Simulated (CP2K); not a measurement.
Consider 2-ethynylpyrimidine at its PBE geometry (Å).

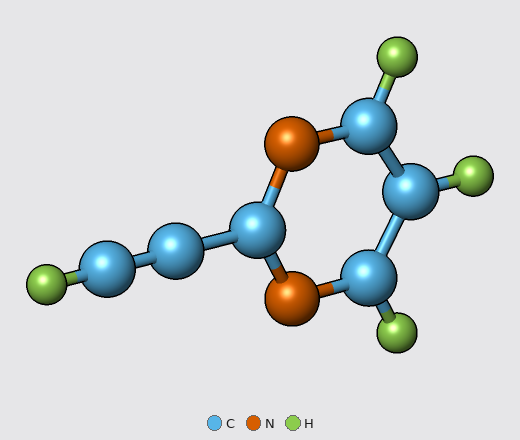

The molecule (carbon blue, nitrogen orange, hydrogen green).

```xyz
12

C     3.3129   -0.1227   -0.5878
C     2.1186   -0.0881   -0.3808
C     0.7076   -0.0353   -0.1312
N    -0.0303    0.7137   -0.9842
C    -1.3462    0.7545   -0.7287
C    -1.9273    0.0787    0.3451
C    -1.0669   -0.6647    1.1551
N     0.2529   -0.7397    0.9336
H     4.3671   -0.1563   -0.7647
H    -1.9504    1.3537   -1.4150
H    -2.9968    0.1289    0.5416
H    -1.4412   -1.2229    2.0170
```

Method: CP2K XAS_TDP, all-electron GAPW, PBEh(45%), aug-cc-pVDZ, TDA, GW2X-corrected core level, no relativity.

Q: Where do the C K-edge lines lie, and how strong are they?

Leading lines: C1 287.10 eV, C2 287.24 eV, C3 287.85 eV, C5 287.35 eV and C6 286.96 eV. The leading line of an atom is its first one with 35 % of the strongest within 2.5 eV of its lowest line over the strength cut. Core ionisation energies at this level: C3 294.24, C5 293.67, C6 292.54, C1 292.38 and C2 292.25 eV.

The first six lines of each atom with a strength over 0.0015:

```tsv
atom	energy (eV)	states	strength, one atom	above the computed threshold
C1 (bonded to C and H)	287.10	1	0.0424	
	288.30	1	0.0471	
	290.64	1	0.0068	
	291.40	1	0.0034	
	291.61	1	0.0035	
	291.83	1	0.0016	
C2 (bonded to 2 C)	287.24	1	0.0221	
	287.94	1	0.0524	
	290.27	1	0.0333	
	292.66	1	0.0031	yes
	293.94	1	0.0022	yes
	294.06	1	0.0026	yes
C3 (bonded to C and 2 N)	287.85	1	0.0542	
	292.47	1	0.0035	
	292.81	1	0.0015	
	293.41	1	0.0039	
	293.43	1	0.0075	
	294.71	2	0.0042	yes
C5 (bonded to C, N and H), 2 alike	287.35	1	0.0577	
	291.52	1	0.0122	
	292.62	1	0.0030	
	293.19	1	0.0037	
	293.31	1	0.0049	
	293.38	1	0.0056	
C6 (bonded to 2 C and H)	286.96	1	0.0464	
	290.23	1	0.0123	
	291.68	1	0.0042	
	291.74	1	0.0105	
	292.94	1	0.0056	yes
	294.14	1	0.0025	yes
```

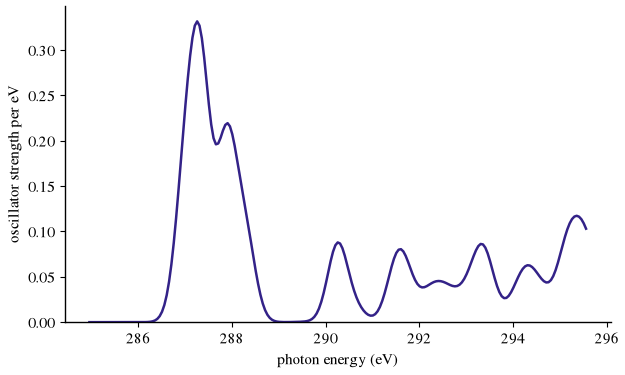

All atoms added, broadened by 0.5 eV.

Lines are vertical, at one geometry, with no vibrational structure. GW2X ionisation energies and lines can be off by 1 to 2 eV either way, and a good line position may hide errors that cancel. These values hold no scalar relativity, about 0.1 eV for C 1s. Rydberg lines, and the discretised continuum above threshold, depend on the basis and the box.

[Banner, clock and machine lines of the logs are left out without a mark of their own.]

[Logs are printed without paths, hosts, clocks, repeated set-up lines and the standing remarks that a program may print on its own settings, such as how far it seeks lower states.]

[Hosts, paths, dates, database ids (printed as entryN), source tags and the programs' standing remarks are cut or masked in the printed files.]
